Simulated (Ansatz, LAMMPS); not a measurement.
# Gap against volume in amorphous poly(ether ketone) with methanol (capped chains of 2 units), from a frame at 300 K, (192 atoms)

Density of this cell: 1.21 g/cm³. The cell holds 192 atoms: 89 C, 17 O and 86 H. Its edges and angles: a = 12.479 Å, b = 12.459 Å, c = 12.562 Å, α = 88.0°, β = 89.4°, γ = 89.7°. The starting structure: 3 poly(ether ketone) chains of 2 units with methyl end groups, 5 methanol placed at random, at 1.14 g/cm³; overlaps pushed apart, then 20 ps at 800 K with MMFF94 bonds, angles, torsions, charges and radii (Halgren, J. Comput. Chem. 17, 490 (1996)) in harmonic and 12-6 forms. Snapshot after 30 ps at 300 K and fixed volume.

Calculated with Ansatz 0.2.0: Kohn-Sham DFT, PBE+D4, PAW (set soft_2), plane waves; cutoff 420 eV, Γ point, fixed occupations. The relaxed cell was scaled evenly and the atoms were relaxed at each volume. The gap is that between the highest filled and the lowest empty Kohn-Sham level on the run's k-points.

| volume (Å³/atom) | gap (eV) |
| --- | --- |
| 9.1494 | 2.365 |
| 9.5561 | 2.404 |
| 9.8611 | 2.427 |
| 10.166 | 2.439 |
| 10.471 | ? |
| 10.776 | 2.465 |

Task: Fit a straight line in ln V to the rows given and interpolate to the withheld row.

Worked fit:

A volume deformation potential makes the spacing linear in u = ln(V/V0), with V0 = 10.166 Å³ the relaxed volume; v is the spacing.

```
u = ln(V/V0)  v (eV)
   -0.105361  2.3649
  -0.0618756  2.4036
  -0.0304594  2.4266
           0  2.4395
   0.0582681  2.4645
```

With n = 5: mean u = -0.0278856, mean v = 2.41982, Σ(u − ū)² = 0.015364, Σ(u − ū)(v − v̄) = 0.0091869. Slope b = 0.0091869 / 0.015364 = 0.59794; intercept a = v̄ − b ū = 2.4365.

At the withheld volume u = 0.02956, and v = a + b u.

Prediction at 10.471: 2.454 eV. The run gave 2.454 eV, so the fit is low by 3.2e-5 eV (0.0013 % of the value).

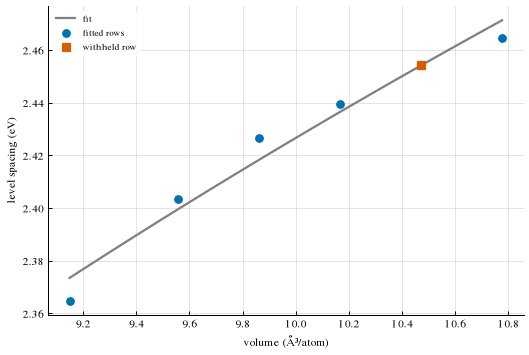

The fit, the rows that it rests on and the withheld row.

The slope, +0.60 eV, says that the spacing widens on expansion. Among the rows given, the largest miss of the fit is at 9.1494, by 0.0086 eV (8.6 % of the range of the table).

Limits: The table spans 16 % in volume, wide for a linear law. Semilocal functionals tend to put gaps under measured ones. Only the Γ point is sampled. Atoms move by up to 0.8 Å in these relaxations, so the structure changes along the series. Defect or tail levels can set the spacing of a disordered cell.

[Logs are printed without paths, hosts, clocks, repeated set-up lines and the standing remarks that a program may print on its own settings, such as how far it seeks lower states.]

[Hosts, paths, dates, database ids (printed as entryN), source tags and the programs' standing remarks are cut or masked in the printed files.]

[The MMFF94 radii named for the starting cell were scaled by 0.96; in molecules described by MMFF94, hydrogen bound to N, O or S took a small fixed 12-6 site in their place.]
